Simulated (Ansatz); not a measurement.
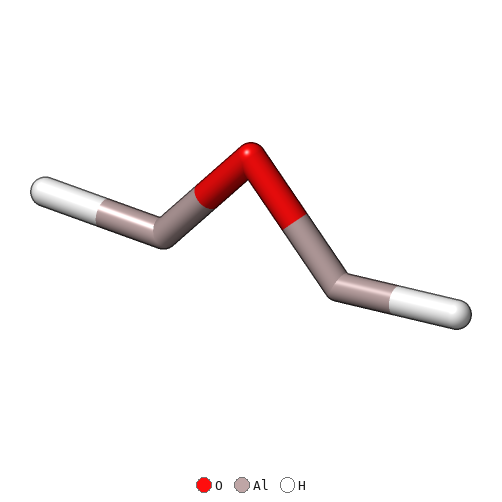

Rendered structure (stick style). Every bond is drawn as one stick, whatever its order.

Description:

It has 5 atoms: 2 aluminium, 2 hydrogen and 1 oxygen (Al₂H₂O). This geometry has C2v symmetry. All atoms lie on one plane. Coordination: 1 O bent; 2 Al bent.

The parts below concern this one geometry. Atoms keep their numbers from picture to picture. The computed structure is the end point of a PBE0-D4/def2-TZVP optimisation. No frequency run is at hand to confirm it as a minimum.

### Charges

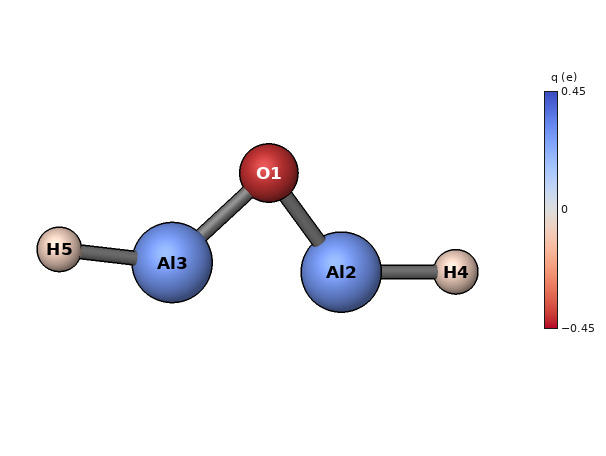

Atoms are coloured by their Mulliken charges. No frequency run is at hand to confirm it as a minimum. Method: RKS PBE0-D4/def2-TZVP (Ansatz 0.2.0).

List the Mulliken charges.

| atom | value (e) |
| --- | --- |
| O1 | −0.41 |
| Al2 | 0.28 |
| Al3 | 0.28 |
| H4 | −0.08 |
| H5 | −0.08 |

### Electronic properties

No frequency run is at hand to confirm it as a minimum. Level of theory: RKS PBE0-D4/def2-TZVPP (Ansatz 0.2.0).

Computed properties:

- HOMO energy (Kohn–Sham orbital): −5.87 eV
- LUMO energy (Kohn–Sham orbital): −1.74 eV
- HOMO–LUMO gap: 4.13 eV

### Dipole moment

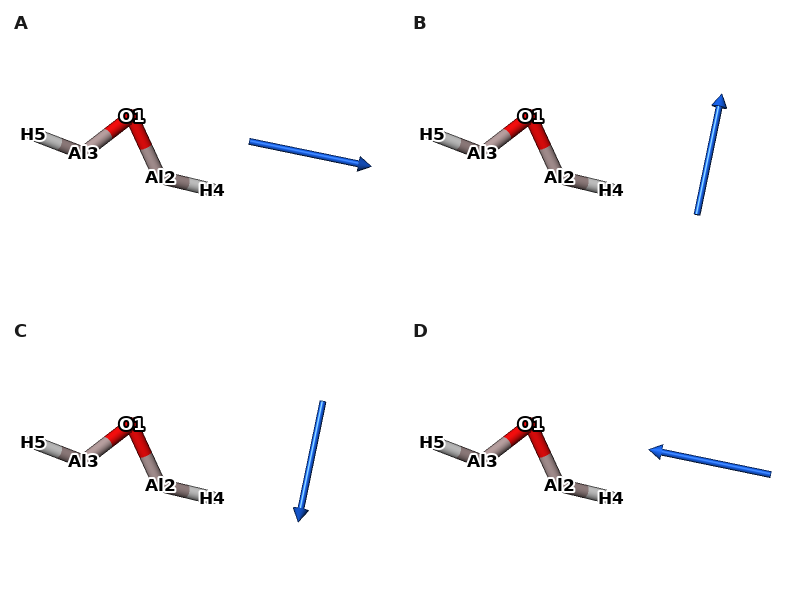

The same molecule four times, each with an arrow. No frequency run is at hand to confirm it as a minimum. Method: RKS PBE0-D4/def2-TZVP (Ansatz 0.2.0).

**Which arrow points along the dipole moment, from the negative to the positive end?**

C. The dipole moment is 1.27 D; it points from the side of O1 to the side of Al2, Al3, H4, H5 (the outermost atoms at the two ends).

Mulliken values depend strongly on the basis set and can even reverse the polarity of a bond.
